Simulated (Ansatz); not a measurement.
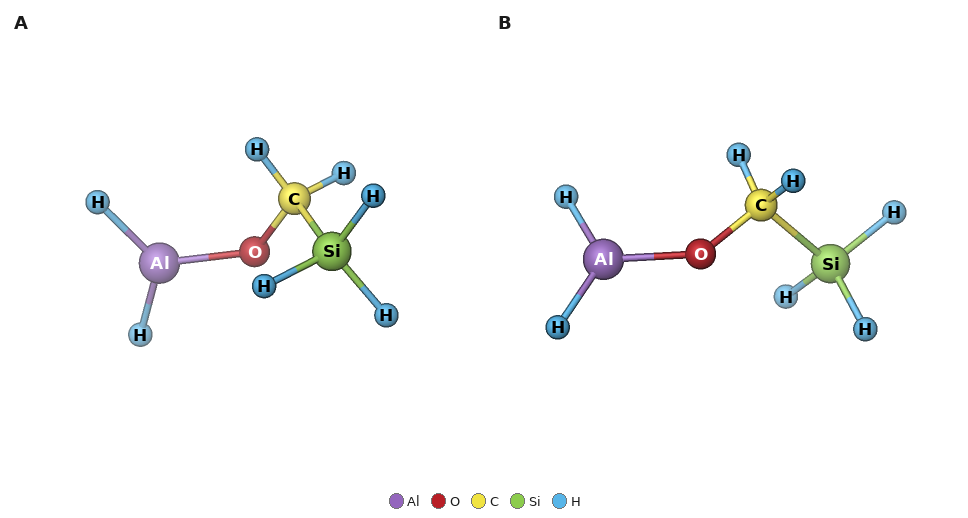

Distant atoms are faded towards the background colour. The computed structure is the end point of a PBE0-D4/def2-TZVP optimisation.

**Are A and B the same structure? If not, how do they differ?**

No. They are mirror images that no rotation superimposes: the geometry of CH7AlOSi is chiral (C1). Their energies are equal.
